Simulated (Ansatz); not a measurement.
# AlNH₂+ (quartet): the correlation ladder, cc-pVTZ

Aim: climb from Hartree-Fock through coupled cluster for AlNH₂+ (quartet) at one geometry and basis, and see what each rung misses.

Computed with Ansatz 0.2.0, Gaussian basis. Level: cc-pVTZ, core rule «outside noble gas», up to 6 orbitals frozen.

The runs, in order: UHF; CCSD(T) on ROHF; CCSD(T) on UHF; BCCD(T) on ROHF; CCSDT(Q) on ROHF; CCSDT(Q) on UHF.

16 further runs of the same task are left out: 10 for a known fault of the program, 6 set aside as unsound or not needed.

## (1) The system

The geometry is a PBE0/def2-TZVP stationary point (not a proven minimum) of the parent state, kept for this charge and spin.

4 atoms, charge 1, spin multiplicity 4.

Atoms are counted from 1 here; the program's logs count them from 0.

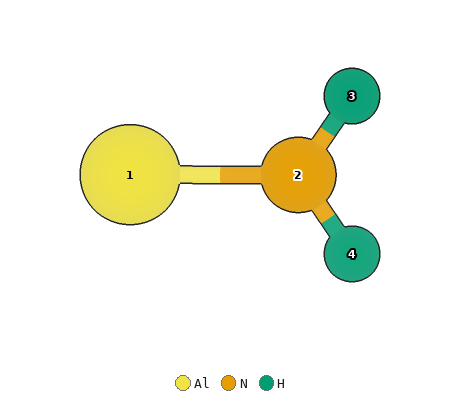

The geometry (aluminium yellow, nitrogen amber, hydrogen teal); atoms are numbered from 1 in the order of the file.

Coordinates:

```xyz
4
AlH2N
Al    0.00000    0.00000    0.68647
N     0.00000    0.00000   -1.08493
H     0.00000    0.83340   -1.64978
H     0.00000   -0.83340   -1.64978
```

## (2) UHF

in.yaml reads:

```yaml
crystal:
  periodic: [false, false, false]
  atoms:
    - {symbol: Al, position_ang: [0.000000, 0.000000, 0.686473]}
    - {symbol: N, position_ang: [0.000000, 0.000000, -1.084932]}
    - {symbol: H, position_ang: [0.000000, 0.833405, -1.649784]}
    - {symbol: H, position_ang: [0.000000, -0.833405, -1.649784]}
basis:
  gaussian: {orbitals: cc-pVTZ}
total_charge: 1
magnetization: {spin_polarized: true, initial_magnetization: 3}
hamiltonian: {xc: hf}
output: {orbitals: {seedname: orbitals}}
```

Started as:

```
> ansatz run in.yaml --threads 1 --pin off --events-out ev --progress --plain --max-ram 2816MiB --backend cpu
```

The runs that follow: CCSD(T) on ROHF; CCSD(T) on UHF; BCCD(T) on ROHF; CCSDT(Q) on ROHF; CCSDT(Q) on UHF.

**Question.** What will the summary of the whole plan be? Wanted: UCCSDT(Q) below the RHF energy; RMP2 from UCCSDT(Q); UMP2 from UCCSDT(Q); RCCSD from UCCSDT(Q); RCCSD(T) from UCCSDT(Q); UCCSD(T) from UCCSDT(Q); RCCSDT(Q) from UCCSDT(Q); T1 diagnostic.

The runs gave:

| quantity | value |
| --- | --- |
| UCCSDT(Q) below the RHF energy | -6.0833 eV |
| RMP2 from UCCSDT(Q) | +727.6 meV |
| UMP2 from UCCSDT(Q) | +740.2 meV |
| RCCSD from UCCSDT(Q) | +187.5 meV |
| RCCSD(T) from UCCSDT(Q) | +22.3 meV |
| UCCSD(T) from UCCSDT(Q) | +19.5 meV |
| RCCSDT(Q) from UCCSDT(Q) | +3.4 meV |
| levels within 1 kcal/mol (43 meV) | RCCSD(T), UCCSD(T), BCCD(T), RCCSDT, UCCSDT, RCCSDT(Q) |
| T1 diagnostic | 0.015 |

RCCSD(T) misses by +22.3 meV, 0.4 % of the correlation energy. These misses are within one basis, not against nature; the frozen cores of restricted and unrestricted runs differ, which can shift their rows.
